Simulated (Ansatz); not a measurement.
## Run report: CH7NSeSi, molecular dynamics (part 1 of 2)

The run: molecular dynamics of CH7NSeSi. Method and program: RKS BLYP-d3bjatm/6-31G* (Ansatz 0.2.0).

The geometry comes from this level: PBE0-D4/def2-TZVP. Figures and captions count atoms from 1; the log counts them from 0 in places.

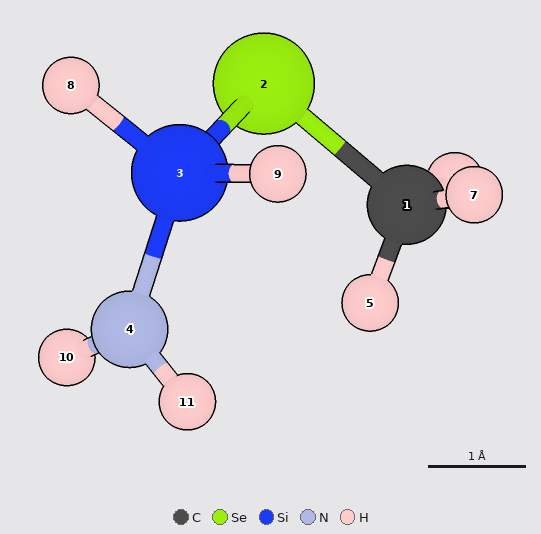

*The structure as given in the input (ball-and-stick view, seen at a tilt; atoms are numbered from 1 in the order of the input).*

Bond lengths as drawn: C–H 1.09 Å, C–Se 1.96 Å, H–N 1.01 Å, H–Si 1.48 to 1.49 Å, N–Si 1.71 Å and Se–Si 2.28 Å.

The input:
```yaml
crystal:
  periodic: [false, false, false]
  atoms:
    - {symbol: C, position_ang: [-0.729466, 1.776278, -0.175884]}
    - {symbol: Se, position_ang: [-1.572919, 0.288525, 0.775807]}
    - {symbol: Si, position_ang: [0.243707, -1.080999, 0.788484]}
    - {symbol: N, position_ang: [0.855935, -1.534972, -0.744281]}
    - {symbol: H, position_ang: [-0.333813, 1.432059, -1.129657]}
    - {symbol: H, position_ang: [-1.504950, 2.519553, -0.351719]}
    - {symbol: H, position_ang: [0.062243, 2.211039, 0.431543]}
    - {symbol: H, position_ang: [-0.237980, -2.260162, 1.549870]}
    - {symbol: H, position_ang: [1.381300, -0.412930, 1.472235]}
    - {symbol: H, position_ang: [0.269768, -1.955972, -1.446013]}
    - {symbol: H, position_ang: [1.631574, -1.039419, -1.149883]}
basis:
  gaussian: {orbitals: "6-31G*"}
hamiltonian: {xc: {name: BLYP}, dispersion: d3bjatm}
md: {timestep: 2 fs, n_steps: 30, ensemble: nvt_langevin, temperature: 1500, initial_velocities: maxwell_boltzmann, friction: 0.01, seed: 879}
```

Run on 4 threads of Arm Neoverse V2, 23 GiB of memory available, shared host.

Run as:
```bash
ansatz run in.yaml --threads 4 --pin off --events-out ev --progress --plain --max-ram 10444MiB
```

Output:
```
Functional definition: BLYP
  name "BLYP"
  cite "Becke, Phys. Rev. A 38, 3098 (1988) doi:10.1103/PhysRevA.38.3098"
  cite "Lee, Yang & Parr, Phys. Rev. B 37, 785 (1988) doi:10.1103/PhysRevB.37.785"
  parameter beta = 0.0042
  parameter a = 0.04918
  parameter b = 0.132
  parameter c = 0.2533
  parameter d = 0.349
  exchange = b88_x(beta = beta)
  correlation = lyp_c(a = a, b = b, c = c, d = d)
1237 factors; their error is unknown
mean field evaluation 1: about -75848.0369 eV, gradient 7.7e1 eV
mean field evaluation 2: about -75803.9369 eV, gradient 1.4e2 eV
mean field evaluation 4: about -75860.1260 eV, gradient 1.3e1 eV
mean field evaluation 8: about -75860.5409 eV, gradient 2.9e-1 eV
mean field evaluation 16: about -75860.4506 eV, gradient 1.4e-3 eV
mean field -75860.45060933 eV, -2787.8201398325 hartree, gradient 1.9e-5 eV, S^2 0.000000; 0 other end points of the search recorded, 0 dependent functions left out
the calculation of the forces begins
reference -75860.45093069 eV, -2787.8201516425 hartree; 34, 34 occupied and 64, 64 virtual orbitals, 1237 factors
md step     0: t =     0.00 fs  T =  1363.6 K  F+E_penalty+E_count = -75861.01626911 eV  E_kin = 1.938900 eV  (30 SCF iters)
these checks for a lower state are left out or cut short: starts, cluster_reference, orbital_swaps, neighbouring_geometries, increment
1237 factors; their error is unknown
mean field -75860.05477609 eV, -2787.8055932295 hartree, gradient 1.5e-5 eV, S^2 0.000000; 0 other end points of the search recorded, 0 dependent functions left out
the calculation of the forces begins
reference -75860.05509403 eV, -2787.8056049133 hartree; 34, 34 occupied and 64, 64 virtual orbitals, 1237 factors
md step     1: t =     2.00 fs  T =  1079.5 K  F+E_penalty+E_count = -75860.62242740 eV  E_kin = 1.534851 eV  (29 SCF iters, 5 dispersion substeps)
[... from here on the SCF iterations and repeated set-up lines of each step are left out, up to the last step ...]
md step     2: t =     4.00 fs  T =  1040.8 K  F+E_penalty+E_count = -75860.43233644 eV  E_kin = 1.479843 eV  (29 SCF iters, 5 dispersion substeps)
md step     3: t =     6.00 fs  T =   962.2 K  F+E_penalty+E_count = -75860.39217475 eV  E_kin = 1.368120 eV  (29 SCF iters, 5 dispersion substeps)
md step     4: t =     8.00 fs  T =   832.2 K  F+E_penalty+E_count = -75860.18957562 eV  E_kin = 1.183319 eV  (29 SCF iters, 5 dispersion substeps)
md step     5: t =    10.00 fs  T =   819.7 K  F+E_penalty+E_count = -75860.20436192 eV  E_kin = 1.165515 eV  (30 SCF iters, 5 dispersion substeps)
md step     6: t =    12.00 fs  T =   800.4 K  F+E_penalty+E_count = -75860.12201757 eV  E_kin = 1.138099 eV  (28 SCF iters, 5 dispersion substeps)
md step     7: t =    14.00 fs  T =  1068.5 K  F+E_penalty+E_count = -75860.38899388 eV  E_kin = 1.519263 eV  (29 SCF iters, 5 dispersion substeps)
md step     8: t =    16.00 fs  T =  1037.2 K  F+E_penalty+E_count = -75860.44735237 eV  E_kin = 1.474774 eV  (29 SCF iters, 5 dispersion substeps)
md step     9: t =    18.00 fs  T =   867.0 K  F+E_penalty+E_count = -75860.28289572 eV  E_kin = 1.232773 eV  (29 SCF iters, 5 dispersion substeps)
md step    10: t =    20.00 fs  T =   915.2 K  F+E_penalty+E_count = -75860.39493178 eV  E_kin = 1.301317 eV  (29 SCF iters, 5 dispersion substeps)
md step    11: t =    22.00 fs  T =   784.4 K  F+E_penalty+E_count = -75860.39636026 eV  E_kin = 1.115287 eV  (29 SCF iters, 5 dispersion substeps)
md step    12: t =    24.00 fs  T =   749.5 K  F+E_penalty+E_count = -75860.31550409 eV  E_kin = 1.065709 eV  (30 SCF iters, 5 dispersion substeps)
md step    13: t =    26.00 fs  T =   615.4 K  F+E_penalty+E_count = -75860.13790557 eV  E_kin = 0.874965 eV  (30 SCF iters, 5 dispersion substeps)
md step    14: t =    28.00 fs  T =   700.3 K  F+E_penalty+E_count = -75860.05827797 eV  E_kin = 0.995774 eV  (30 SCF iters, 5 dispersion substeps)
md step    15: t =    30.00 fs  T =   722.7 K  F+E_penalty+E_count = -75860.25224508 eV  E_kin = 1.027536 eV  (30 SCF iters, 5 dispersion substeps)
md step    16: t =    32.00 fs  T =   783.8 K  F+E_penalty+E_count = -75860.24783167 eV  E_kin = 1.114474 eV  (30 SCF iters, 5 dispersion substeps)
md step    17: t =    34.00 fs  T =   889.9 K  F+E_penalty+E_count = -75860.37842605 eV  E_kin = 1.265305 eV  (29 SCF iters, 5 dispersion substeps)
md step    18: t =    36.00 fs  T =   798.8 K  F+E_penalty+E_count = -75860.25335742 eV  E_kin = 1.135844 eV  (30 SCF iters, 5 dispersion substeps)
md step    19: t =    38.00 fs  T =   666.3 K  F+E_penalty+E_count = -75860.05791369 eV  E_kin = 0.947353 eV  (30 SCF iters, 5 dispersion substeps)
md step    20: t =    40.00 fs  T =   522.9 K  F+E_penalty+E_count = -75859.90144874 eV  E_kin = 0.743483 eV  (31 SCF iters, 5 dispersion substeps)
md step    21: t =    42.00 fs  T =   592.4 K  F+E_penalty+E_count = -75859.77661508 eV  E_kin = 0.842324 eV  (30 SCF iters, 5 dispersion substeps)
md step    22: t =    44.00 fs  T =   662.8 K  F+E_penalty+E_count = -75859.86187236 eV  E_kin = 0.942428 eV  (30 SCF iters, 5 dispersion substeps)
md step    23: t =    46.00 fs  T =   825.1 K  F+E_penalty+E_count = -75859.95349943 eV  E_kin = 1.173192 eV  (30 SCF iters, 5 dispersion substeps)
md step    24: t =    48.00 fs  T =   879.9 K  F+E_penalty+E_count = -75859.87518635 eV  E_kin = 1.251088 eV  (30 SCF iters, 5 dispersion substeps)
md step    25: t =    50.00 fs  T =   963.4 K  F+E_penalty+E_count = -75860.01652638 eV  E_kin = 1.369750 eV  (30 SCF iters, 5 dispersion substeps)
md step    26: t =    52.00 fs  T =  1104.9 K  F+E_penalty+E_count = -75860.24571336 eV  E_kin = 1.570980 eV  (31 SCF iters, 5 dispersion substeps)
md step    27: t =    54.00 fs  T =   999.3 K  F+E_penalty+E_count = -75859.83452936 eV  E_kin = 1.420861 eV  (30 SCF iters, 5 dispersion substeps)
md step    28: t =    56.00 fs  T =  1118.3 K  F+E_penalty+E_count = -75860.18425785 eV  E_kin = 1.590055 eV  (30 SCF iters, 5 dispersion substeps)
md step    29: t =    58.00 fs  T =  1158.9 K  F+E_penalty+E_count = -75860.03593808 eV  E_kin = 1.647762 eV  (30 SCF iters, 5 dispersion substeps)
these checks for a lower state are left out or cut short: starts, cluster_reference, orbital_swaps, neighbouring_geometries, increment
1237 factors; their error is unknown
mean field -75859.64698112 eV, -2787.7906070406 hartree, gradient 2.3e-5 eV, S^2 0.000000; 0 other end points of the search recorded, 0 dependent functions left out
the calculation of the forces begins
reference -75859.64731158 eV, -2787.7906191848 hartree; 34, 34 occupied and 64, 64 virtual orbitals, 1237 factors
1237 factors; their error is unknown
mean field evaluation 256: about -75856.2692 eV, gradient 3.3e1 eV
mean field -75859.64698112 eV, -2787.7906070406 hartree, gradient 2.8e-5 eV, S^2 0.000000; 1 other end points of the search recorded, 0 dependent functions left out
the calculation of the forces begins
reference -75859.64731158 eV, -2787.7906191848 hartree; 34, 34 occupied and 64, 64 virtual orbitals, 1237 factors
md step    30: t =    60.00 fs  T =  1187.7 K  F+E_penalty+E_count = -75860.15863037 eV  E_kin = 1.688763 eV  (31 SCF iters, 5 dispersion substeps)
```

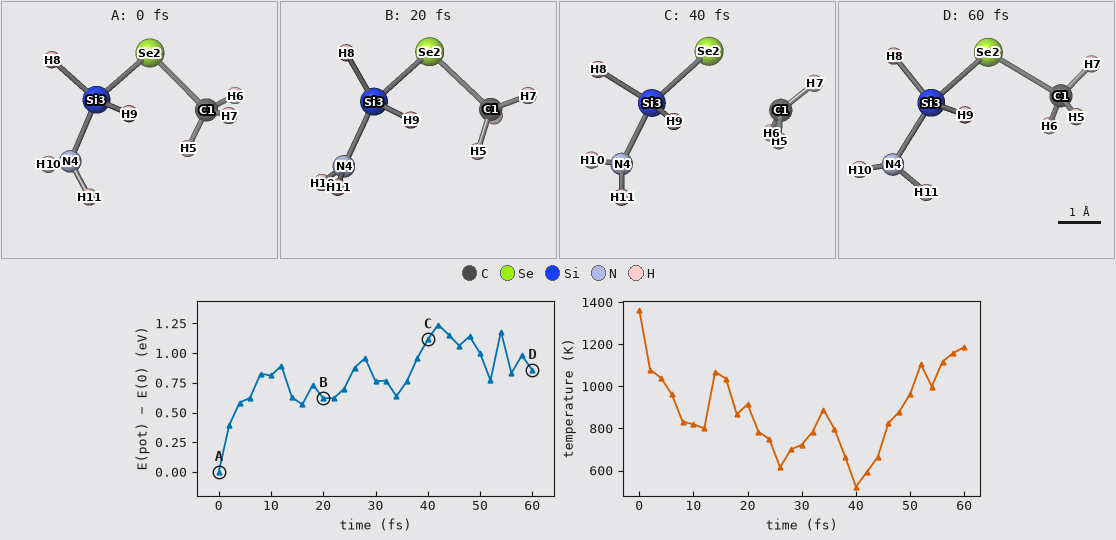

*Frames of the molecular dynamics (ball-and-stick, seen at a tilt) above the curves, on which the letters mark them.*

The trajectory kept here has 31 frames over 60 fs. The temperature starts at 1364 K, ranges from 523 to 1364 K and averages 867 K over the second half. The potential energy ends 0.858 eV above its first value. After an unweighted best fit of the last frame on the first, the root-mean-square displacement is 0.90 Å, and H5 has moved furthest (1.78 Å).

```
Total energy: -75860.15896083 eV, -2787.8094219479 hartree
Atom 0 at    -1.261005     2.062075    -0.100564 Å, force     2.291232     0.064141     1.907130 eV/Å
Atom 1 at    -1.602170     0.185982     0.721201 Å, force     0.777642     0.276721    -0.100059 eV/Å
Atom 2 at     0.503440    -1.015641     0.846225 Å, force    -0.242894     0.167124    -1.398544 eV/Å
Atom 3 at     1.278854    -1.755759    -0.636252 Å, force     0.750712     4.863683     1.614001 eV/Å
Atom 4 at    -0.201457     2.502627     0.303198 Å, force    -2.280602    -1.042038    -1.076297 eV/Å
Atom 5 at    -1.269114     1.862831    -1.168563 Å, force    -0.062189     0.567955    -0.274642 eV/Å
Atom 6 at    -2.060023     2.700233     0.319024 Å, force     0.088893    -0.164898    -0.513835 eV/Å
Atom 7 at    -0.197232    -2.056764     1.574151 Å, force     0.131144    -0.770860     0.657758 eV/Å
Atom 8 at     1.538905    -0.153627     1.604307 Å, force    -0.451220    -0.551383    -0.539047 eV/Å
Atom 9 at     1.050474    -2.547418    -1.174208 Å, force    -0.901611    -1.243501    -0.820659 eV/Å
Atom 10 at     1.479892    -0.870933    -1.238932 Å, force    -0.101109    -2.166945     0.544193 eV/Å
Dipole moment:     0.269471     0.133862    -0.362906 e Å
```

Trajectory as extended XYZ (Å, eV, eV/Å), 19 of the 31 frames kept, from step=0 to step=30:
```
11
Properties=species:S:1:pos:R:3:forces:R:3 step=0 time_fs=0.0 energy=-75861.01627 temperature=1363.6
C    -0.7295    1.7763   -0.1759    0.1818   0.3289  -0.2137
Se   -1.5729    0.2885    0.7758   -0.8716  -0.2929   0.4478
Si    0.2437   -1.0810    0.7885    0.0027  -0.0462   0.4832
N     0.8559   -1.5350   -0.7443    0.2525  -0.2751  -0.0091
H    -0.3338    1.4321   -1.1297    0.1456  -0.0759  -0.2947
H    -1.5050    2.5196   -0.3517   -0.2115   0.2490  -0.0684
H     0.0622    2.2110    0.4315    0.2628   0.1648   0.1530
H    -0.2380   -2.2602    1.5499   -0.0445  -0.1617   0.1139
H     1.3813   -0.4129    1.4722    0.1788   0.0566   0.0713
H     0.2698   -1.9560   -1.4460   -0.3489  -0.2491  -0.4254
H     1.6316   -1.0394   -1.1499    0.4522   0.3018  -0.2578
11
Properties=species:S:1:pos:R:3:forces:R:3 step=2 time_fs=4.0 energy=-75860.43234 temperature=1040.8
C    -0.7975    1.7599   -0.1727    2.0880   1.8214   0.9717
Se   -1.5785    0.2879    0.7802   -1.2735  -1.0783   0.7864
Si    0.2577   -1.0708    0.7697   -0.3351   0.3356  -0.6059
N     0.9406   -1.5435   -0.7287   -1.0923  -0.7919  -1.3568
H    -0.1440    1.2826   -0.9391   -0.8299   0.9003  -0.4438
H    -1.5838    2.5434   -0.4006    0.8404  -0.9986  -0.4975
H    -0.0389    2.2685    0.5490   -1.0975  -0.5009  -0.9637
H    -0.0757   -2.1053    1.6893   -0.6475  -1.2645   0.6588
H     1.3826   -0.4648    1.3275    1.6946   1.2958   1.0921
H     0.2708   -1.9187   -1.4369    0.9435   0.2643   0.2622
H     1.8256   -1.2074   -1.1154   -0.2906   0.0169   0.0965
11
Properties=species:S:1:pos:R:3:forces:R:3 step=3 time_fs=6.0 energy=-75860.39218 temperature=962.2
C    -0.8255    1.7632   -0.1703    3.5339   0.1407   0.0960
Se   -1.5810    0.2874    0.7847   -1.2930  -1.3671   0.7732
Si    0.2655   -1.0624    0.7607    1.4141   0.4495   1.0163
N     0.9806   -1.5484   -0.7261   -1.6366  -0.6763  -0.6622
H    -0.0423    1.2539   -0.8907   -1.9184   1.5567   0.2386
H    -1.5893    2.4968   -0.4377    0.0248  -0.2426  -0.9153
H    -0.1423    2.2749    0.5634   -0.4946  -0.0525  -0.4227
H    -0.0116   -2.0897    1.7942   -0.4441  -0.4335  -0.1654
H     1.4826   -0.4112    1.3358   -0.0466   0.4139   0.2290
H     0.3216   -1.8971   -1.4332    0.5291  -0.0553  -0.1771
H     1.8884   -1.3062   -1.0895    0.3314   0.2665  -0.0104
11
Properties=species:S:1:pos:R:3:forces:R:3 step=5 time_fs=10.0 energy=-75860.20436 temperature=819.7
C    -0.8410    1.7711   -0.1750    0.5276   0.5173  -0.1740
Se   -1.5890    0.2871    0.7994   -0.9020  -1.6480   0.3465
Si    0.2870   -1.0438    0.7550    2.8696   0.2336   2.5233
N     1.0373   -1.5630   -0.7303   -0.9411  -0.0051   0.1656
H    -0.0087    1.3850   -0.7808   -0.5815   0.3280  -0.8363
H    -1.6442    2.4104   -0.6015    0.5880  -0.4806  -0.3421
H    -0.3452    2.2902    0.6121    0.4531   1.1699   0.6617
H     0.0916   -2.0524    1.9943   -0.2771   0.5056  -1.4298
H     1.6224   -0.2832    1.3797   -1.4830  -0.4421  -0.5988
H     0.4277   -1.8829   -1.4628   -0.2203  -0.4146  -0.6847
H     2.0043   -1.4736   -1.0377   -0.0334   0.2360   0.3686
```
